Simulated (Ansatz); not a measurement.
Nudged elastic band, with input and output: C2H6OSn (part 2 of 2)

C2H6OSn, SMILES [CH3][SnH2][CH]=O; RKS LDA/def2-mTZVP (Ansatz 0.2.0). One setting was made poor on purpose. It belongs to a series of runs on one base structure; here: band between the two ends.

Geometry of the input (Å):
```
C  0.4337  1.4769  0.3039
Sn -0.7534  -0.0802  -0.5176
C  0.3264  -1.8655  0.1978
O  1.3108  -1.7142  0.8776
H  -0.1488  2.1074  0.9887
H  1.2455  0.9858  0.8648
H  0.8695  2.1064  -0.4834
H  -2.3712  -0.0916  0.0670
H  -0.8083  -0.0694  -2.2370
H  -0.0210  -2.9067  -0.0590
```

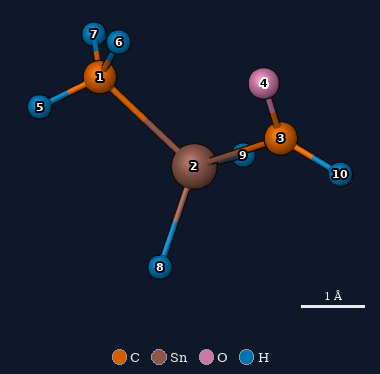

Fig. 1: The structure as given in the input (ball-and-stick view, seen at a tilt; atoms are numbered from 1 in the order of the input). Sticks mark near contacts.

### The program's output, continued
```
NEB iter  46: max|band force component| = 2.464e-1 eV/Å  barrier→ = 0.0581 eV  barrier← = 0.0085 eV  CI = image 3  Δτ_max = 0.0040 Å  (233 SCF iters)
NEB iter  47: max|band force component| = 2.879e-1 eV/Å  barrier→ = 0.0582 eV  barrier← = 0.0085 eV  CI = image 3  Δτ_max = 0.0021 Å  (235 SCF iters)
NEB iter  48: max|band force component| = 6.992e-2 eV/Å  barrier→ = 0.0580 eV  barrier← = 0.0084 eV  CI = image 3  Δτ_max = 0.0005 Å  (234 SCF iters)
NEB iter  49: max|band force component| = 6.982e-2 eV/Å  barrier→ = 0.0580 eV  barrier← = 0.0084 eV  CI = image 3  Δτ_max = 0.0154 Å  (236 SCF iters)
NEB iter  50: max|band force component| = 2.209e-1 eV/Å  barrier→ = 0.0578 eV  barrier← = 0.0081 eV  CI = image 3  Δτ_max = 0.0032 Å  (230 SCF iters)
NEB iter  51: max|band force component| = 2.604e-1 eV/Å  barrier→ = 0.0578 eV  barrier← = 0.0081 eV  CI = image 3  Δτ_max = 0.0017 Å  (233 SCF iters)
NEB iter  52: max|band force component| = 4.409e-2 eV/Å  barrier→ = 0.0577 eV  barrier← = 0.0081 eV  CI = image 3  Δτ_max = 0.0003 Å  (236 SCF iters)
NEB iter  53: max|band force component| = 4.381e-2 eV/Å  barrier→ = 0.0577 eV  barrier← = 0.0081 eV  CI = image 3  Δτ_max = 0.0119 Å  (235 SCF iters)
NEB iter  54: max|band force component| = 1.721e-1 eV/Å  barrier→ = 0.0574 eV  barrier← = 0.0078 eV  CI = image 3  Δτ_max = 0.0025 Å  (232 SCF iters)
NEB iter  55: max|band force component| = 1.984e-1 eV/Å  barrier→ = 0.0574 eV  barrier← = 0.0078 eV  CI = image 3  Δτ_max = 0.0013 Å  (235 SCF iters)
the calculation of the forces begins
reference -10005.71102213 eV, -367.7030979488 hartree; 24, 24 occupied and 92, 92 virtual orbitals, 1161 factors
1161 factors; their error is unknown
mean field evaluation 3072: about -9946.2550 eV, gradient 1.5e2 eV
mean field -10005.70637857 eV, -367.7029273012 hartree, gradient 1.2e-5 eV, S^2 0.000000; 1 other end points of the search recorded, 0 dependent functions left out
the calculation of the forces begins
reference -10005.70642790 eV, -367.7029291140 hartree; 24, 24 occupied and 92, 92 virtual orbitals, 1161 factors
NEB iter  56: max|band force component| = 2.148e-2 eV/Å  barrier→ = 0.0574 eV  barrier← = 0.0077 eV  CI = image 3  Δτ_max = 0.0000 Å  (598 SCF iters)
```

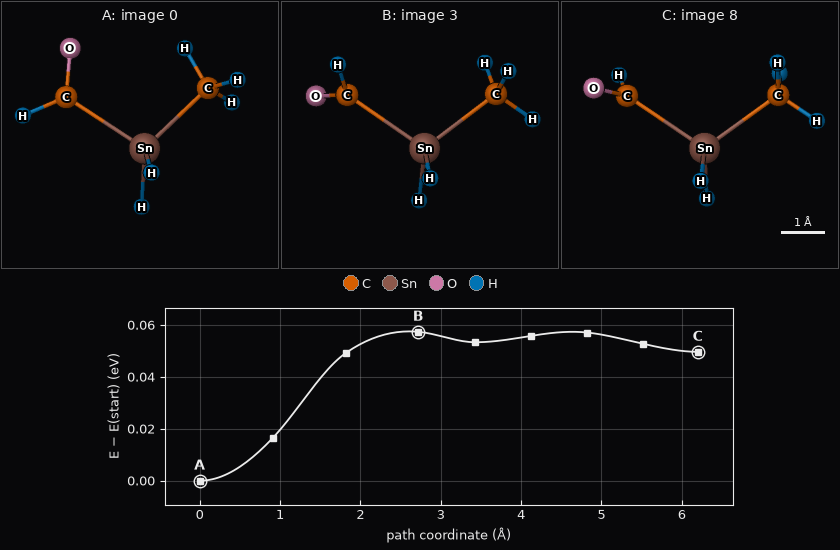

Fig. 2: Images of the last band (counted from 0; ball-and-stick, seen at a tilt) above the energy along the path; the line is a cubic interpolation that uses the forces. The highest image is number 3, 0.057 eV above the start and 0.008 eV above the end (the climbing image); the end lies 0.050 eV above the start. The path is 6.20 Å long. The band converged in 56 iterations.

```
Total energy: -10005.70642790 eV, -367.7029291140 hartree
Atom 0 at     0.430226     1.540486     0.291593 Å, force    -0.000029     0.007409     0.001862 eV/Å
Atom 1 at    -0.731091    -0.106775    -0.418674 Å, force     0.016974    -0.010718     0.010505 eV/Å
Atom 2 at     0.361061    -1.951651     0.103075 Å, force     0.000695    -0.000474    -0.008772 eV/Å
Atom 3 at     0.029405    -2.655407     1.022084 Å, force     0.001667    -0.006318    -0.006049 eV/Å
Atom 4 at    -0.209596     2.422028     0.436085 Å, force    -0.002085     0.007881    -0.011681 eV/Å
Atom 5 at     0.891957     1.280027     1.254436 Å, force    -0.005316     0.015898     0.005249 eV/Å
Atom 6 at     1.222727     1.791272    -0.426871 Å, force     0.001077    -0.002753     0.000935 eV/Å
Atom 7 at    -2.256451    -0.168247     0.361498 Å, force    -0.004611    -0.006451     0.007844 eV/Å
Atom 8 at    -0.938744     0.008475    -2.124362 Å, force     0.007085     0.005034     0.001310 eV/Å
Atom 9 at     1.283607    -2.211409    -0.496065 Å, force    -0.015457    -0.009509    -0.001205 eV/Å
Dipole moment:     0.194325     0.378588    -0.250103 e Å
this run last wrote the band of iteration 56 to [file]
```

### The last band as extended XYZ (Å, eV, eV/Å)
```
10
Properties=species:S:1:pos:R:3:forces:R:3 image=0 energy=-10005.76374
C     0.4337    1.4769    0.3039    0.0065   0.0015   0.0006
Sn   -0.7534   -0.0802   -0.5176   -0.0017   0.0012  -0.0009
C     0.3264   -1.8655    0.1978   -0.0022   0.0046  -0.0044
O     1.3108   -1.7142    0.8776    0.0003  -0.0023   0.0011
H    -0.1488    2.1074    0.9887    0.0028  -0.0021  -0.0025
H     1.2455    0.9858    0.8648   -0.0063   0.0014  -0.0021
H     0.8695    2.1064   -0.4834   -0.0038  -0.0015   0.0037
H    -2.3712   -0.0916    0.0670    0.0024  -0.0004  -0.0006
H    -0.8083   -0.0694   -2.2370    0.0002   0.0000   0.0021
H    -0.0210   -2.9067   -0.0590    0.0017  -0.0024   0.0031
10
Properties=species:S:1:pos:R:3:forces:R:3 image=1 energy=-10005.74734
C     0.4369    1.5098    0.2884   -0.0002  -0.0008   0.0029
Sn   -0.7393   -0.0914   -0.4695    0.0012  -0.0031  -0.0027
C     0.3515   -1.9075    0.1435    0.0007  -0.0001  -0.0032
O     1.0304   -1.8880    1.1393    0.0240   0.0218  -0.0056
H    -0.1964    2.3111    0.6916    0.0000   0.0007   0.0022
H     1.0704    1.1116    1.0954   -0.0051  -0.0073   0.0044
H     1.0799    1.9235   -0.5003    0.0042  -0.0026   0.0046
H    -2.2944   -0.1303    0.2632   -0.0040  -0.0038  -0.0058
H    -0.9438   -0.0390   -2.1774    0.0006   0.0034  -0.0057
H     0.2878   -2.8510   -0.4713   -0.0214  -0.0083   0.0091
10
Properties=species:S:1:pos:R:3:forces:R:3 image=2 energy=-10005.71462
C     0.4323    1.5281    0.2923   -0.0030  -0.0003   0.0002
Sn   -0.7316   -0.1024   -0.4422   -0.0017   0.0069  -0.0029
C     0.3586   -1.9377    0.1135    0.0002  -0.0056   0.0075
O     0.5010   -2.2410    1.2710    0.0124   0.0092  -0.0108
H    -0.2139    2.3750    0.5609   -0.0016   0.0029  -0.0090
H     0.9804    1.2024    1.1880   -0.0087   0.0092   0.0070
H     1.1534    1.8553   -0.4692    0.0044  -0.0006   0.0076
H    -2.2643   -0.1456    0.3314    0.0121  -0.0089   0.0003
H    -0.9480   -0.0052   -2.1485    0.0041   0.0047   0.0036
H     0.8152   -2.5802   -0.6944   -0.0182  -0.0175  -0.0033
10
Properties=species:S:1:pos:R:3:forces:R:3 image=3 energy=-10005.70638
C     0.4302    1.5405    0.2916    0.0000   0.0074   0.0019
Sn   -0.7311   -0.1068   -0.4187    0.0170  -0.0107   0.0105
C     0.3611   -1.9517    0.1031    0.0007  -0.0005  -0.0088
O     0.0294   -2.6554    1.0221    0.0017  -0.0063  -0.0060
H    -0.2096    2.4220    0.4361   -0.0021   0.0079  -0.0117
H     0.8920    1.2800    1.2544   -0.0053   0.0159   0.0052
H     1.2227    1.7913   -0.4269    0.0011  -0.0028   0.0009
H    -2.2565   -0.1682    0.3615   -0.0046  -0.0065   0.0078
H    -0.9387    0.0085   -2.1244    0.0071   0.0050   0.0013
H     1.2836   -2.2114   -0.4961   -0.0155  -0.0095  -0.0012
10
Properties=species:S:1:pos:R:3:forces:R:3 image=4 energy=-10005.71040
C     0.4357    1.5600    0.2795   -0.0011   0.0025   0.0016
Sn   -0.7329   -0.1089   -0.3623   -0.0008   0.0007   0.0069
C     0.3729   -1.9678    0.0746    0.0033  -0.0001  -0.0033
O    -0.1244   -2.9004    0.6503   -0.0028  -0.0097   0.0021
H    -0.1590    2.4824    0.2200   -0.0002   0.0031  -0.0069
H     0.7581    1.4170    1.3204   -0.0002   0.0123   0.0033
H     1.3253    1.6755   -0.3554   -0.0007  -0.0031   0.0001
H    -2.2276   -0.1938    0.4744   -0.0035  -0.0027  -0.0008
H    -1.0215    0.0051   -2.0561    0.0092   0.0010   0.0069
H     1.4566   -2.0203   -0.2427   -0.0033  -0.0040  -0.0098
10
Properties=species:S:1:pos:R:3:forces:R:3 image=5 energy=-10005.70794
C     0.4182    1.5663    0.3094   -0.0008   0.0016   0.0014
Sn   -0.7227   -0.1094   -0.3594   -0.0016   0.0029   0.0039
C     0.3923   -1.9719    0.0482   -0.0003   0.0022  -0.0006
O    -0.1371   -3.0504    0.1134   -0.0010  -0.0037   0.0010
H    -0.1335    2.4983    0.1215    0.0008   0.0017  -0.0019
H     0.6159    1.4891    1.3878    0.0012   0.0066   0.0011
H     1.3782    1.6176   -0.2241   -0.0017  -0.0016  -0.0001
H    -2.2321   -0.2096    0.4508   -0.0030  -0.0032  -0.0026
H    -1.0045    0.0032   -2.0523    0.0056  -0.0014   0.0045
H     1.5084   -1.8845    0.2076    0.0008  -0.0050  -0.0065
10
Properties=species:S:1:pos:R:3:forces:R:3 image=6 energy=-10005.70667
C     0.3944    1.5631    0.3473   -0.0001   0.0022   0.0006
Sn   -0.7013   -0.1079   -0.4026   -0.0002   0.0016   0.0026
C     0.4033   -1.9694    0.0397    0.0016   0.0022   0.0021
O     0.0859   -3.0429   -0.4007   -0.0066  -0.0052  -0.0105
H    -0.1539    2.4947    0.1482    0.0003   0.0025   0.0008
H     0.5383    1.4707    1.4333    0.0017   0.0031   0.0004
H     1.3795    1.6285   -0.1360   -0.0007   0.0015  -0.0008
H    -2.2392   -0.2062    0.3581   -0.0023  -0.0004  -0.0017
H    -0.9297    0.0041   -2.1006    0.0016  -0.0073   0.0023
H     1.3056   -1.8859    0.7161    0.0046  -0.0003   0.0042
10
Properties=species:S:1:pos:R:3:forces:R:3 image=7 energy=-10005.71097
C     0.3707    1.5602    0.3854    0.0001   0.0018  -0.0001
Sn   -0.6801   -0.1060   -0.4387    0.0009   0.0007   0.0012
C     0.4080   -1.9695    0.0272   -0.0011   0.0013   0.0009
O     0.4980   -2.8897   -0.7428    0.0006  -0.0001  -0.0092
H    -0.1768    2.4902    0.1767   -0.0010   0.0016   0.0019
H     0.4675    1.4510    1.4751    0.0014   0.0009  -0.0002
H     1.3750    1.6374   -0.0540   -0.0002   0.0038  -0.0006
H    -2.2438   -0.2020    0.2744    0.0003   0.0028   0.0000
H    -0.8372    0.0160   -2.1424    0.0007  -0.0087   0.0008
H     0.9019   -2.0388    1.0419   -0.0018  -0.0042   0.0054
10
Properties=species:S:1:pos:R:3:forces:R:3 image=8 energy=-10005.71412
C     0.3543    1.5564    0.4087    0.0065  -0.0005   0.0073
Sn   -0.6790   -0.1067   -0.4453    0.0061  -0.0045  -0.0053
C     0.4107   -1.9694    0.0174    0.0048  -0.0102   0.0005
O     0.9613   -2.6251   -0.8289   -0.0054   0.0074   0.0037
H    -0.1869    2.4868    0.1865   -0.0040   0.0047  -0.0017
H     0.4254    1.4450    1.4999   -0.0011   0.0004  -0.0027
H     1.3684    1.6287   -0.0081   -0.0015   0.0011  -0.0013
H    -2.2621   -0.1932    0.2286    0.0018  -0.0009  -0.0004
H    -0.7660    0.0258   -2.1534   -0.0025  -0.0007   0.0045
H     0.4570   -2.2995    1.0974   -0.0047   0.0031  -0.0046
```
